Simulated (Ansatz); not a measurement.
**Lattice dynamics of ScTeN3 (model cell, started as cubic perovskite with Te in the octahedra)**

Aim: the phonons of ScTeN3 (model cell, started as cubic perovskite with Te in the octahedra) at a cell relaxed beforehand at this level. After the zone centre comes a 4×4×4 q mesh on a 12×12×12 k mesh.

Calculated with Ansatz 0.2.0; DFT PBEsol, scalar-relativistic, plane waves, PAW; PAW set soft_1.

The structure was built from a prototype and need not be the compound's stable phase.

## Step 1: The structure

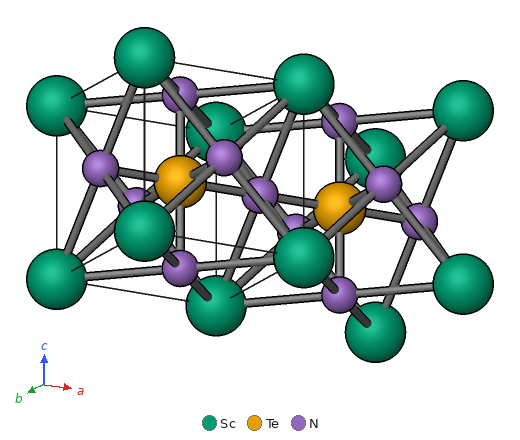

Start, viewed from a free direction; scandium teal, tellurium orange, nitrogen purple. 2×1×1 cells are drawn. Some periodic images of atoms are drawn too.

Coordinates:

```cif
data_structure
_symmetry_space_group_name_H-M 'P 1'
_symmetry_Int_Tables_number 1
_cell_length_a 3.9132
_cell_length_b 3.9132
_cell_length_c 3.9132
_cell_angle_alpha 90.000
_cell_angle_beta 90.000
_cell_angle_gamma 90.000
_cell_volume 59.92
loop_
_atom_site_label
_atom_site_type_symbol
_atom_site_fract_x
_atom_site_fract_y
_atom_site_fract_z
_atom_site_occupancy
Sc1 Sc 0.00000 0.00000 0.00000 1
Te2 Te 0.50000 0.50000 0.50000 1
N3 N 0.50000 0.50000 0.00000 1
N4 N 0.50000 0.00000 0.50000 1
N5 N 0.00000 0.50000 0.50000 1
```

## Step 2: Linear response at the zone centre

The cell comes from relaxations at this level that are not shown. The zone centre comes first: it holds the modes that light can see, as far as symmetry allows. No field response is asked, since the mesh shows no gap.

Contents of input.yaml:

```yaml
crystal:
  lattice:
    - [3.9131533689, 0.0, 0.0]
    - [0.0, 3.9131533689, 0.0]
    - [0.0, 0.0, 3.9131533689]
  atoms:
    - { symbol: Sc, position: [0.0, 0.0, 0.0] }
    - { symbol: Te, position: [0.5, 0.5, 0.5] }
    - { symbol: "N", position: [0.5, 0.5, 0.0] }
    - { symbol: "N", position: [0.5, 0.0, 0.5] }
    - { symbol: "N", position: [0.0, 0.5, 0.5] }
kpoints:
  mp_grid: { grid: [12, 12, 12] }
hamiltonian:
  xc: pbesol
  pseudopotentials: { kind: paw, azcp: { folder: soft_1 }, xc_functional: pbe }
scf:
  occupations: { method: methfessel_paxton, width: 0.2 }
output:
  eigenvalues: true
phonons:
  method: dfpt
```

Command:

```console
ansatz run input.yaml --threads 8 --pin off --max-ram 16384MiB --backend cpu --events-out ev --progress --plain --runs-dir out
```

Numbers of over 12 decimals in the logs are rounded to 6 here.

What it wrote:

```text
zone centre: on kpoints.mp_grid the ground state, and the responses unless they are solved on pairs of k-points, stand on 343 of the mesh's 1728 k-points, reduced under 8 symmetry operations, with k and −k counted as one. Each operation leaves every solved displacement unchanged or reverses it
Engine: ansatz 0.2.0, x86_64-unknown-linux-gnu
Pseudopotentials: kind: paw
Pseudopotential: Sc, paw, valence charge 11, recommended cutoff 420 eV (normal), soft_1/Sc.paw.azcp
Pseudopotential: Te, paw, valence charge 16, recommended cutoff 420 eV (normal), soft_1/Te.paw.azcp
Pseudopotential: N, paw, valence charge 5, recommended cutoff 420 eV (normal), soft_1/N.paw.azcp
Functional definition: PBEsol
  exchange = pbesol_x
  correlation = pbesol_c
Crystal: 5 atoms, lattice volume = 59.921 Å³
Basis set: ecut = 420 eV, 1189 PW (Γ), exchange–correlation on 54×54×54 points (8 copies of the dense FFT grid, shifted against one another)
Bands: 26, of which v1, the nominal top of the filled ones, is band 21 counted from 1 (20 counted from 0)
Symmetry: 48 space group operations
k-points: 343 of 1728 (irreducible under 8 space group operations)
Non-local potential: Sc, projectors of the file, l = 0: 3, l = 1: 2, l = 2: 3, l = 3: 1
Non-local potential: Te, projectors of the file, l = 0: 2, l = 1: 2, l = 2: 2, l = 3: 1
Non-local potential: N, projectors of the file, l = 0: 2, l = 1: 2, l = 2: 1
PAW form: soft (Blöchl's): semilocal exchange-correlation on the pseudo side does not see the compensation charge
PAW frozen core: Sc, regenerated for the run's functional, and the local potential with it (the file was generated under x = pbe(κ = 0.804, μ = 0.219515), c = pbe(β = 0.066725))
PAW frozen core: Te, regenerated for the run's functional, and the local potential with it (the file was generated under x = pbe(κ = 0.804, μ = 0.219515), c = pbe(β = 0.066725))
PAW frozen core: N, regenerated for the run's functional, and the local potential with it (the file was generated under x = pbe(κ = 0.804, μ = 0.219515), c = pbe(β = 0.066725))
PAW one-centre angular grid: Sc, 590 points (default); XC on 64 Gauss nodes
PAW one-centre angular grid: Te, 590 points (default); XC on 64 Gauss nodes
PAW one-centre angular grid: N, 110 points (default); XC on 64 Gauss nodes
Initial density: superposition of atomic densities (chi_scale 0.1, normalization cell, long waves kept (reshape's long-wave potential 0.00 eV rms))
Initial wavefunctions: pseudopotential atomic-orbital guess
Functional: x = pbesol(κ = 0.804, μ = 0.123457), c = pbesol(β = 0.046)
SCF iter   1: F=—  HF=-10147.642948 eV  |F-HF|=—  |Δ(HF+E_count)|=         —  Δρ=9.43e-2  dr2=5.99e0  ethr=3.10e-3  ⟨swp⟩=5.6  Hψ=40130  notcnv=0
preconditioner: auto → Kerker (q_TF=auto, 2.571 Å⁻¹)  [metal: Δε(μ)=0.041 eV  Ē_g=8.978 eV  σ=0.200 eV  W_gap=0.17  n_scr=18 (ndim 8)  ℏωp=23.5 eV  f_vac=0.000  D(μ)=0.79/eV (n_scr^D=0)]
SCF iter   2: F=—  HF=-10146.329150 eV  |F-HF|=—  |Δ(HF+E_count)|=    1.31e0  S|Δr|=    0.00e0  Δρ=4.57e-2  dr2=1.41e0  ethr=3.10e-3  ⟨swp⟩=2.0  Hψ=16447  notcnv=0  defer=304
SCF iter   3: F=—  HF=-10145.952982 eV  |F-HF|=—  |Δ(HF+E_count)|=   3.76e-1  S|Δr|=    0.00e0  Δρ=1.08e-2  dr2=7.88e-2  ethr=3.10e-3  ⟨swp⟩=2.2  Hψ=14444  notcnv=0  defer=304
SCF iter   4: F=—  HF=-10145.929004 eV  |F-HF|=—  |Δ(HF+E_count)|=   2.40e-2  S|Δr|=    0.00e0  Δρ=1.35e-3  dr2=1.68e-3  ethr=1.88e-4  ⟨swp⟩=2.1  Hψ=15017  notcnv=0  defer=268
SCF iter   5: F=—  HF=-10145.928600 eV  |F-HF|=—  |Δ(HF+E_count)|=   4.03e-4  S|Δr|=    0.00e0  Δρ=3.81e-4  dr2=1.51e-4  ethr=4.01e-6  ⟨swp⟩=2.1  Hψ=12781  notcnv=0  defer=268
SCF iter   6: F=—  HF=-10145.928583 eV  |F-HF|=—  |Δ(HF+E_count)|=   1.72e-5  S|Δr|=    0.00e0  Δρ=9.52e-5  dr2=7.53e-6  ethr=3.60e-7  ⟨swp⟩=2.1  Hψ=11536  notcnv=0  defer=268
SCF iter   7: F=—  HF=-10145.928587 eV  |F-HF|=—  |Δ(HF+E_count)|=   3.70e-6  S|Δr|=    0.00e0  Δρ=2.18e-5  dr2=2.37e-7  ethr=1.79e-8  ⟨swp⟩=2.2  Hψ=15490  notcnv=0  defer=268
SCF iter   8: F=—  HF=-10145.928586 eV  |F-HF|=—  |Δ(HF+E_count)|=   1.23e-6  S|Δr|=    0.00e0  Δρ=5.26e-6  dr2=1.48e-8  ethr=5.64e-10  ⟨swp⟩=2.0  Hψ=15335  notcnv=0  defer=268
SCF iter   9: F=—  HF=-10145.928586 eV  |F-HF|=—  |Δ(HF+E_count)|=   5.78e-9  S|Δr|=    0.00e0  Δρ=1.14e-6  dr2=5.08e-10  ethr=3.53e-11  ⟨swp⟩=2.0  Hψ=15380  notcnv=0  defer=268
SCF iter  10: F=—  HF=-10145.928586 eV  |F-HF|=—  |Δ(HF+E_count)|=  3.22e-10  S|Δr|=    0.00e0  Δρ=1.95e-7  dr2=1.63e-11  ethr=1.21e-12  ⟨swp⟩=2.5  Hψ=12249  notcnv=0  defer=268
SCF iter  11: F=-10145.928586 eV  HF=-10145.928586 eV  |F-HF|=3.64e-12  |Δ(HF+E_count)|=  7.28e-12  S|Δr|=    0.00e0  Δρ=4.57e-8  dr2=1.52e-12  ethr=1.00e-12  ⟨swp⟩=10.6  Hψ=43644  notcnv=0
SCF 1 converged in 11 iterations: F = -10145.928586 eV  dr2 = 1.52e-12
  greatest PAW one-centre occupation: 1.000 electrons in one spin orbital (limit 2), on the Te atom at site 1 (counted from 0), in its partial waves of l = 2
DFPT response loops at Γ: preconditioner auto → Kerker (q_TF=auto, 2.571 Å⁻¹) (partly filled bands, converged f_vac=0.000); β = 1.00, the filter's whole step (`scf.mixing.beta` (0.50) is not read by the response loops under this deck's `scf.mixing.preconditioner`; to damp them name `kerker` or `kerker_dos`, under which they read `scf.mixing.beta`, and type it under 1.00, their step now; both keys bind the ground state too); Broyden in place of MSR1
SCF converged after 11 iterations
Stability not checked: this state was not tested for a lower state beside it, because cold or Methfessel-Paxton smearing, or corrected tetrahedra, fill the levels in a way that the test cannot read (fill_not_monotonic; see scf.lower_state_search)
Free energy (F): -10145.928586 eV
Harris-Foulkes:  -10145.928586 eV  (|F-HF|=3.64e-12)
Internal energy: -10145.927516 eV  (E = F + TS)
E sigma→0 (E₀):  -10145.928318 eV
Entropy (-TS):   -0.001070 eV (-0.214 meV/atom)
Fermi energy:    12.912159 eV
--- Per-component energies (eV) ---
  E_band       = -289.359630
  E_kinetic    = 768.441123
  E_local      = -2565.660788  (includes V_loc(G=0)·N_el)
  E_nonlocal   = 317.328831
  E_hartree    = 1127.886771
  E_xc         = -383.986652
  E_vxc        = -433.219106  (∫ρ·V_xc dr)
  E_paw        = -5932.378781  (= ΣΔE_a)
  E_vpaw       = -632.025661  (= ΣTr[D̂ρ^β])
  E_aug_tail   = 0.002420  (compensation charges beyond the density's cutoff)
  E_ewald      = -3478.148573
  E_core_change = 0.588133  (= ΣΔE_core)
  E_smearing   = -0.001070  (= −TS)
  E_closure    = -0.000000  (closes the sum)
  Σ components = -10145.928586   (vs F -10145.928586, Δ=0.00e0)
--- Band table (eV; the first three rows and the last of 343) ---
  k-point 0: bands = [... 17 lower, 11.4461, 11.4461, 11.4817, 11.4817, 11.4817, 13.7864, 13.7864, 14.2307, ... 1 higher]
  k-point 1: bands = [... 17 lower, 11.3835, 11.3835, 11.4149, 11.4149, 11.4173, 13.8416, 13.9720, 14.2398, ... 1 higher]
  k-point 2: bands = [... 17 lower, 11.1580, 11.1580, 11.3188, 11.3188, 11.6784, 13.9965, 14.2647, 14.3876, ... 1 higher]
  k-point 342: bands = [... 17 lower, 10.9516, 13.3357, 13.3357, 13.3357, 14.4973, 14.4973, 14.4973, 14.9808, ... 1 higher]
--- Phonons (Γ-DFPT): 4 representative perturbations + reference, on 343 of 1728 k-points (Σ response iterations 15) ---
  k mesh reduced under 8 symmetry operations, with k and −k counted as one. Each operation leaves every solved displacement unchanged or reverses it
  ASR residual: 2.180e-5 → 0.000e0 eV/Å²; symmetrization residual: 4.413e-6 eV/Å²
  ASR residual per site (eV/Å²): 2.18e-5 1.15e-5 5.04e-6 5.04e-6 5.04e-6
  Γ frequencies (cm⁻¹): -295.86 -295.86 -295.86 -240.45 -240.45 -240.45 0.00 0.00 0.00 214.63 214.63 214.63 869.24 869.24 869.24
  non-analytic LO–TO correction: not included (Born effective charges unavailable; polar crystals: no LO–TO splitting at Γ)
```

Wall time 78 s (8 threads of AMD EPYC 7R32 (Zen 2), shared host); peak memory 1.9 GiB; 8.2 min of CPU time.

This step gave:

| Property | Result |
| --- | --- |
| volume per atom | 11.98 Å³ |
| gap on the k-mesh | 0 eV |
| sum-rule residual before enforcement | 2.18e-5 eV/Å² |
| point group | m-3m |
| highest optical mode at the zone centre (no LO-TO term) | 869.2 cm⁻¹ |
| lowest optical zone-centre mode | -295.9 cm⁻¹ |

Patterns of degenerate modes are one choice out of their space. Modes at Γ, with each element's share of the kinetic energy (negative means imaginary):

```csv
mode,frequency (cm⁻¹),symmetry,Sc %,Te %,N %
1,-295.9,T1u,45,0,55
2,-295.9,T1u,45,0,55
3,-295.9,T1u,45,0,55
4,-240.4,T2u,0,0,100
5,-240.4,T2u,0,0,100
6,-240.4,T2u,0,0,100
7,0.0,acoustic,21,59,20
8,0.0,acoustic,21,59,20
9,0.0,acoustic,21,59,20
10,214.6,T1u,34,35,31
11,214.6,T1u,34,35,31
12,214.6,T1u,34,35,31
13,869.2,T1u,0,5,94
14,869.2,T1u,0,5,94
15,869.2,T1u,0,5,94
```

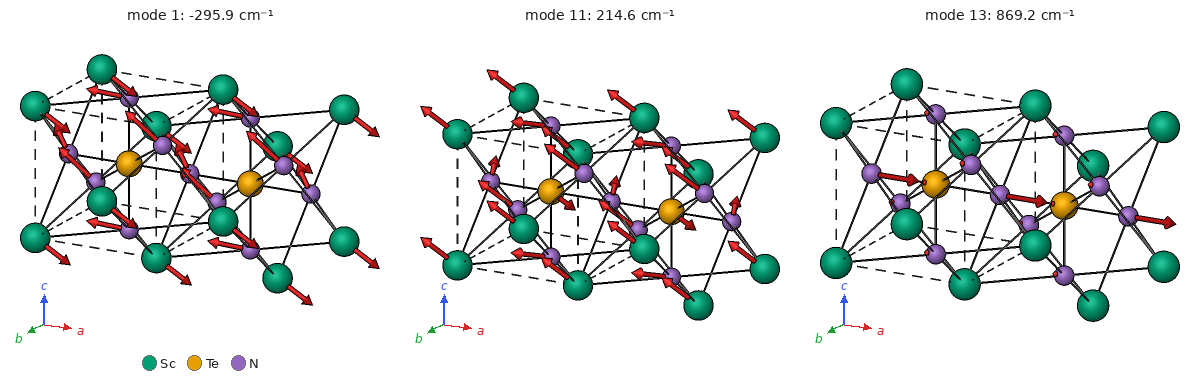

Displacement patterns of modes 1, 11 and 13 at Γ; arrows are exaggerated. 2×1×1 cells are drawn. Some periodic images of atoms are drawn too.

Before it was imposed, the acoustic sum rule was missed by 2.2e-5 eV/Å². Small misses are needed for a sound result but don't prove that mesh and cutoff are converged. The lowest optical mode is imaginary, 295.9i cm⁻¹, so the energy falls along it.

(Continued in part 2 of 2.)

[Logs are printed without paths, hosts, clocks, repeated set-up lines and the standing remarks that a program may print on its own settings, such as how far it seeks lower states.]

[Hosts, paths, dates, database ids (printed as entryN), source tags and the programs' standing remarks are cut or masked in the printed files.]
